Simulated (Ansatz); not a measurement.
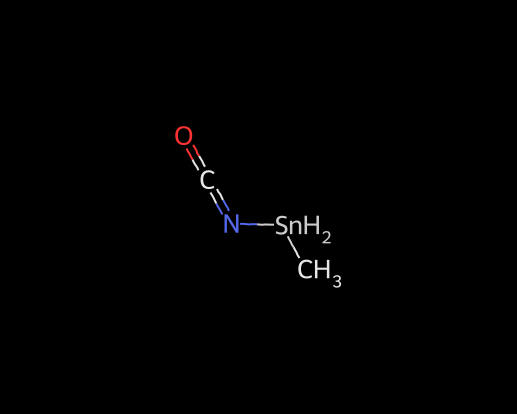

Structural formula above. The computed structure is the end point of a PBE0-D4/def2-TZVP optimisation.

Describe the 3D structure.

It has 10 atoms: 2 carbon, 5 hydrogen, 1 nitrogen, 1 oxygen and 1 tin (C₂H₅NOSn). Its SMILES string is `[CH3][SnH2][N]=C=O`. Coordination: 1 C tetrahedral; 1 Sn tetrahedral; 1 N bent; 1 C linear.

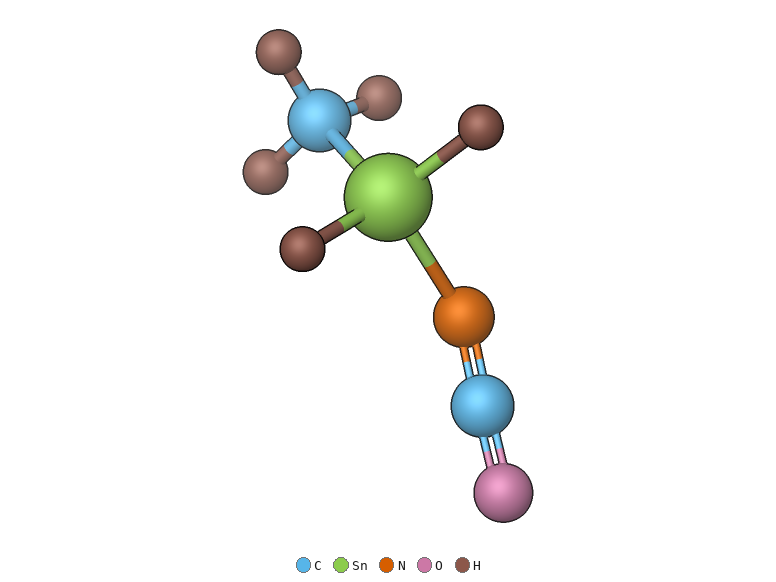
